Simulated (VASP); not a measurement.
Here is the system:

```
CELL_PARAMETERS angstrom
      0.00000     2.25201     2.25201
      2.25201     0.00000     2.25201
      2.25201     2.25201     0.00000
ATOMIC_POSITIONS crystal
  Ga 0.00000 0.00000 0.00000
  N  0.25000 0.25000 0.25000
```

The numbers are results of vdW-DF-cx, VASP's PBE PAW potentials (set 64) (plane waves; VASP), not measurements. Settings: 520 eV cut-off, 11×11×11 Γ-centred mesh, tetrahedra with Blöchl corrections, potentials Ga_d N.

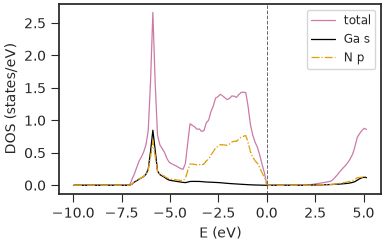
*Total and projected density of states, zero at the valence-band maximum*

Within 2 eV below the valence-band maximum the largest weight inside VASP's projection spheres is N p, then Ga p.

The gap is direct, 1.73 eV, from the valence maximum at Γ to the conduction minimum at Γ.

The compound is GaN in the zinc blende structure, a metastable form; wurtzite is the usual one. It was relaxed first.
